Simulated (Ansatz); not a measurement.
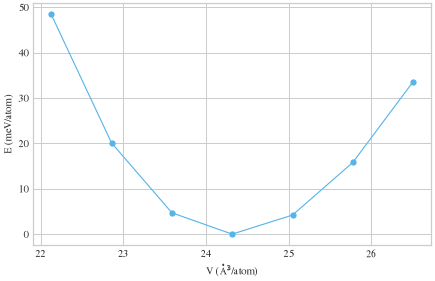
Fig. 1. Sn2Pt (cubic Laves (MgCu2 type), Fd-3m) under volume change, PBE (plane waves, PAW; program Ansatz), scaled uniformly.

### Question
What does a third-order Birch–Murnaghan fit give for V₀, B₀ and B′?

### Answer
V₀ = 24.32 Å³/atom, B₀ = 65.0 GPa, B′ = 5.1.

The cell is a constructed one: a structure type filled with these elements; neither database checked (COD, Materials Project) lists it. COD files the formula under space group No. 225, so this cell is another polymorph or a model. Its standing as an ambient phase is unchecked. The cell was relaxed with PBE under the symmetry of its start; whether a distortion lowers the energy is not shown. The run is not spin-polarised. Scalar-relativistic: spin–orbit coupling is off unless named, which matters more the heavier the elements.

Potentials: the earlier of the program's two PAW sets.
